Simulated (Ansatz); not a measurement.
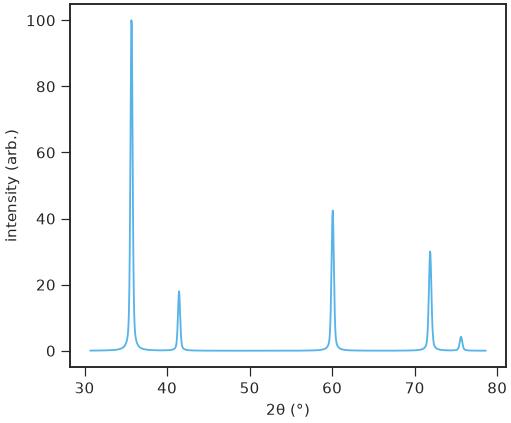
*Simulated powder pattern, Cu Kα, λ = 1.54184 Å*

The pattern belongs to a structure relaxed with the program Ansatz at the PBEsol level (PAW).

Question: Pick the material that matches.
A. Bi, A7 (α-As type)
B. SiC, zinc blende
C. TaC, rock salt
D. Si, diamond

Answer: B, SiC, zinc blende

Space group F-43m (zinc blende). The PBEsol relaxation kept the symmetry of its start.

Potentials: the later of the program's two PAW sets.
